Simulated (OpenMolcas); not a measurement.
CH3FSi: excited-state calculation (part 2 of 3)

CH3FSi, multiplicity 3; CASPT2/ANO-RCC-VDZ, DKH2 (OpenMolcas 26.06). The geometry comes from this level: GFN2-xTB.

Geometry of the input (Å):
```
F  0.2241  -1.9725  1.1874
C  0.7168  -1.0617  0.3725
Si -0.0929  0.4683  -0.2645
H  -1.2963  0.1389  -1.0406
H  0.9336  1.0771  -1.0987
H  -0.4854  1.3498  0.8438
```

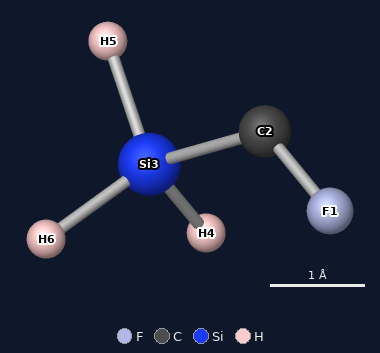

Fig. 1: The input geometry (ball-and-stick view, seen at a tilt; atoms are numbered from 1 in the order of the input).

### The program's output, continued
```
++    Natural Bond Order analysis
      ---------------------------
      Based on LoProp computed density
      -------------------------------------------------------------------------------------
      Atom A       Atom B       Bond Order
      -------------------------------------------------------------------------------------
      NBO located      1.000 non-bonded electrons on atom F1
      NBO located      1.006 non-bonded electrons on atom F1
      NBO located      0.998 non-bonded electrons on atom C2
      NBO located      0.907 non-bonded electrons on atom C2
      NBO located      1.003 non-bonded electrons on atom SI3
      NBO located      1.000 non-bonded electrons on atom SI3
      NBO located      0.998 non-bonded electrons on atom SI3
      NBO located      0.998 non-bonded electrons on atom SI3
      NBO located      0.998 non-bonded electrons on atom SI3
      The remaining    8.082 electrons are to be considered as diffuse
--

--

      Von Neumann Entropy (Root   2) =  1.55604

      Mulliken population analysis for root number:  2
      -----------------------------------------------

++    Molecular charges:
      ------------------

      Mulliken charges per centre
      ---------------------------

                F1      C2      SI3     H4      H5      H6
      Total    9.2007  5.5258 13.8596  1.0983  1.1665  1.1491

      N-E     -0.2007  0.4742  0.1404 -0.0983 -0.1665 -0.1491

      Total electronic charge=   32.000000

      Total            charge=   -0.000000
--

      Expectation values of various properties for root number:  2
      -----------------------------------------------------------

++    Molecular properties:
      ---------------------

      Charge (e):
                      =   -0.0000
      Dipole Moment (debye):
      Origin of the operator (angstrom)=    0.1517   -0.5569    0.2956
                   X=  1.2190E+00               Y= -3.3856E+00               Z=  1.2345E+00           Total=  3.8042E+00
      Quadrupole Moment (debye*angstrom):
      Origin of the operator (angstrom)=    0.1517   -0.5569    0.2956
                  XX= -2.9187E+01              XY=  4.6668E-01              XZ=  4.0778E-01              YY= -3.4495E+01
                  YZ=  3.2905E+00              ZZ= -3.0334E+01
      In traceless form (debye*angstrom)
                  XX=  3.2273E+00              XY=  7.0003E-01              XZ=  6.1167E-01              YY= -4.7341E+00
                  YZ=  4.9358E+00              ZZ=  1.5068E+00
--

      Mulliken spin population analysis for root number:  2
      ---------------------------------------------------

++    Molecular charges:
      ------------------

      Mulliken spin population per centre
      ---------------------------

                F1      C2      SI3     H4      H5      H6
      Total    0.0138  0.8416  1.1426 -0.0114  0.0001  0.0134

      Total electronic spin=    2.000000
--

      LoProp population analysis for root number:  2
      -----------------------------------------------

++    LoProp analysis:
      ----------------

++    Static properties:
      ------------------

      LoProp Charges per center

                   F1       C2       SI3      H4       H5       H6
      Nuclear      9.0000   6.0000  14.0000   1.0000   1.0000   1.0000
      Electronic  -9.0933  -5.6795 -14.0932  -1.0218  -1.0643  -1.0479

      Total       -0.0933   0.3205  -0.0932  -0.0218  -0.0643  -0.0479
--

      Natural Bond Order analysis for root number:  2

++    Natural Bond Order analysis
      ---------------------------
      Based on LoProp computed density
      -------------------------------------------------------------------------------------
      Atom A       Atom B       Bond Order
      -------------------------------------------------------------------------------------
      NBO located      1.000 non-bonded electrons on atom F1
      NBO located      1.014 non-bonded electrons on atom F1
      NBO located      0.947 non-bonded electrons on atom F1
      NBO located      0.978 non-bonded electrons on atom C2
      NBO located      0.989 non-bonded electrons on atom SI3
      NBO located      1.000 non-bonded electrons on atom SI3
      NBO located      0.995 non-bonded electrons on atom SI3
      NBO located      0.997 non-bonded electrons on atom SI3
      NBO located      0.997 non-bonded electrons on atom SI3
      The remaining    5.631 electrons are to be considered as diffuse
--

--

      Average orbitals are written to the RASORB file
      Natural orbitals for root   1 are written to the RASORB.1 file
      Natural orbitals for root   2 are written to the RASORB.2 file
      Spin density orbitals for root   1 are written to the SPDORB.1 file
      Spin density orbitals for root   2 are written to the SPDORB.2 file

--- Stop Module: rasscf /rc=_RC_ALL_IS_WELL_ ---
           step4.SpdOrb.1 step4.SpdOrb.2 xmldump
--- Module rasscf spent 4 seconds ---

--- Start Module: caspt2 ---

                                              &CASPT2

                       available to each process: 1.9 GB of memory, 1 thread

++    Wave function specifications:
      -----------------------------

      Number of closed shell electrons          14
      Number of electrons in active shells      10
      Max number of holes in RAS1 space          0
      Max number of electrons in RAS3 space      0
      Number of inactive orbitals                7
      Number of active orbitals                 10
      Number of secondary orbitals              16
      Spin quantum number                      1.0
      State symmetry                             1
      Number of CSFs                         29700
      Number of CASSCF root(s) available         2
      CASPT2 state passed to geometry opt.       2
      A file JOBMIX will be created
      This is a MULTI-STATE CASSCF reference
      Number of CI roots used                    2
      These are:                                 1   2
      Heff is assumed diagonal
--

++    Orbital specifications:
      -----------------------

      Symmetry species                           1
                                                 a
      Frozen orbitals                            4
      Inactive orbitals                          7
      Active orbitals                           10
      Secondary orbitals                        16
      Deleted orbitals                           0
      Number of basis functions                 37
--

++    CASPT2 specifications:
      ----------------------

      Type of calculation                        SS-CASPT2
      Fock operator                              state-specific
      IPEA shift                                 0.25
      Real shift                                 0.00
      Imaginary shift                            0.20
      The input orbitals will be transformed to quasi-canonical
--

--------------------------------------------------------------------------------
 Estimated memory requirements:
  POLY3 :                  5302200
  RHS:                      784678
  SIGMA :                   339600
  PRPCTL:                        0
 Available workspace:    232409869

++ CASPT2 computation for group   1

********************************************************************************
 Multi-State initialization phase begins for group   1
--------------------------------------------------------------------------------
********************************************************************************
 Compute H0 matrices for state    1
--------------------------------------------------------------------------------
--------------------------------------------------------------------------------
 H0 matrices have been computed.

********************************************************************************
  CASPT2 EQUATION SOLUTION
--------------------------------------------------------------------------------

  Total nr of CASPT2 parameters:
   Before reduction:       92853
   After  reduction:       92853

 Variance of |WF0>:       0.4703480124

 The contributions to the second order correlation energy in atomic units.
-----------------------------------------------------------------------------------------------------------------------------
  IT.      VJTU        VJTI        ATVX        AIVX        VJAI        BVAT        BJAT        BJAI        TOTAL       RNORM
-----------------------------------------------------------------------------------------------------------------------------
   1    -0.007343   -0.001568   -0.025091   -0.041853   -0.005329   -0.015704   -0.013793   -0.038915   -0.149596    0.009315
   2    -0.007483   -0.001599   -0.025393   -0.042197   -0.005375   -0.015877   -0.013940   -0.039114   -0.150979    0.001270
   3    -0.007487   -0.001601   -0.025406   -0.042211   -0.005378   -0.015889   -0.013939   -0.039114   -0.151024    0.000242
   4    -0.007487   -0.001601   -0.025402   -0.042203   -0.005377   -0.015885   -0.013936   -0.039109   -0.151000    0.000037
   5    -0.007487   -0.001601   -0.025402   -0.042203   -0.005377   -0.015885   -0.013936   -0.039109   -0.150999    0.000007
   6    -0.007487   -0.001601   -0.025402   -0.042203   -0.005377   -0.015885   -0.013936   -0.039109   -0.151000    0.000001
-----------------------------------------------------------------------------------------------------------------------------

  FINAL CASPT2 RESULT:

      Reference energy:        -428.6160990414
      E2 (Non-variational):      -0.1509998421
      Shift correction:          -0.0012760108
      E2 (Variational):          -0.1522758529
      Total energy:            -428.7683748943
      Residual norm:              0.0000001924
      Reference weight:           0.94272

      Contributions to the CASPT2 correlation energy
      Active & Virtual Only:         -0.0412871545
      One Inactive Excited:          -0.0636258837
      Two Inactive Excited:          -0.0460868039

++ Denominators, etc.
--------------------------------------------------------------------------------------------------------------
 Report on small energy denominators, large coefficients, and large energy contributions.
CASE  SYMM ACTIVE-MIX  NON-ACTIVE INDICES          DENOMINATOR     RHS VALUE       COEFFICIENT     CONTRIBUTION
ATVX     1  Mu1.0001  Se1.022                       0.15134050      0.00105394     -0.00103723     -0.00000109
ATVX     1  Mu1.0002  Se1.022                       0.19400494     -0.00455515      0.00976480     -0.00004448
ATVX     1  Mu1.0001  Se1.023                       0.22144934     -0.00308049      0.00529752     -0.00001632
ATVX     1  Mu1.0002  Se1.023                       0.26411378      0.00507240     -0.01125125     -0.00005707
AIVX     1  Mu1.0067  In1.009 Se1.035               3.21540973      0.10185438     -0.03073549     -0.00313054
AIVX     1  Mu1.0067  In1.008 Se1.037               5.49669131      0.15683429     -0.02823377     -0.00442802
--

   (Skipping property calculation,
    use PROP keyword to activate)
--

++ CASPT2 computation for group   2

********************************************************************************
 Multi-State initialization phase begins for group   2
--------------------------------------------------------------------------------
********************************************************************************
 Compute H0 matrices for state    2
--------------------------------------------------------------------------------
--------------------------------------------------------------------------------
 H0 matrices have been computed.

********************************************************************************
  CASPT2 EQUATION SOLUTION
--------------------------------------------------------------------------------

  Total nr of CASPT2 parameters:
   Before reduction:       92853
   After  reduction:       92853

 Variance of |WF0>:       0.4632222292

 The contributions to the second order correlation energy in atomic units.
-----------------------------------------------------------------------------------------------------------------------------
  IT.      VJTU        VJTI        ATVX        AIVX        VJAI        BVAT        BJAT        BJAI        TOTAL       RNORM
-----------------------------------------------------------------------------------------------------------------------------
   1    -0.008793   -0.001332   -0.024502   -0.042431   -0.005871   -0.014846   -0.015126   -0.038833   -0.151734    0.009312
   2    -0.008957   -0.001360   -0.024808   -0.042820   -0.005928   -0.014961   -0.015277   -0.039014   -0.153124    0.001345
   3    -0.008959   -0.001360   -0.024810   -0.042827   -0.005929   -0.014965   -0.015272   -0.039006   -0.153128    0.000287
   4    -0.008958   -0.001360   -0.024805   -0.042817   -0.005928   -0.014962   -0.015269   -0.039000   -0.153099    0.000050
   5    -0.008958   -0.001360   -0.024805   -0.042817   -0.005928   -0.014961   -0.015269   -0.039000   -0.153099    0.000010
   6    -0.008958   -0.001360   -0.024805   -0.042818   -0.005928   -0.014961   -0.015269   -0.039001   -0.153099    0.000002
-----------------------------------------------------------------------------------------------------------------------------

  FINAL CASPT2 RESULT:

      Reference energy:        -428.3819791732
      E2 (Non-variational):      -0.1530994526
      Shift correction:          -0.0016200123
      E2 (Variational):          -0.1547194649
      Total energy:            -428.5366986381
      Residual norm:              0.0000003321
      Reference weight:           0.93762

      Contributions to the CASPT2 correlation energy
      Active & Virtual Only:         -0.0397665096
      One Inactive Excited:          -0.0670444837
      Two Inactive Excited:          -0.0462884594

++ Denominators, etc.
--------------------------------------------------------------------------------------------------------------
 Report on small energy denominators, large coefficients, and large energy contributions.
CASE  SYMM ACTIVE-MIX  NON-ACTIVE INDICES          DENOMINATOR     RHS VALUE       COEFFICIENT     CONTRIBUTION
VJTU     1  Mu1.0023  In1.009                       1.30775304      0.04420696     -0.03288789     -0.00145387
VJTU     1  Mu1.0001  In1.011                       0.10515593     -0.00568432      0.01249123     -0.00007100
VJTU     1  Mu1.0002  In1.011                       0.15411984     -0.00016558      0.00053593     -0.00000009
VJTU     1  Mu1.0003  In1.011                       0.26761438      0.00209070     -0.00555547     -0.00001161
ATVX     1  Mu1.0001  Se1.022                      -0.02237277      0.00339124      0.00186634      0.00000633
ATVX     1  Mu1.0001  Se1.023                       0.04392590      0.00025802     -0.00028201     -0.00000007
ATVX     1  Mu1.0001  Se1.024                       0.13185197     -0.00050612      0.00138279     -0.00000070
ATVX     1  Mu1.0001  Se1.025                       0.15286916     -0.00048167      0.00134865     -0.00000065
ATVX     1  Mu1.0001  Se1.026                       0.19006327      0.00182937     -0.00523177     -0.00000957
ATVX     1  Mu1.0001  Se1.027                       0.20331369     -0.00348444      0.00895333     -0.00003120
BJAIP    1  Se1.023 In1.011 Se1.023 In1.011         1.36178080      0.03455068     -0.02535050     -0.00087588
--

   (Skipping property calculation,
    use PROP keyword to activate)
--

  Total CASPT2 energies:
::    CASPT2 Root  1     Total energy:   -428.76837489
::    CASPT2 Root  2     Total energy:   -428.53669864

  A NEW JOBIPH FILE NAMED 'JOBMIX' IS PREPARED.
********************************************************************************
--- Stop Module: caspt2 /rc=_RC_ALL_IS_WELL_ ---
--- Module caspt2 spent 15 seconds ---

--- Start Module: rassi ---

                                               &RASSI

                       available to each process: 1.9 GB of memory, 1 thread
```
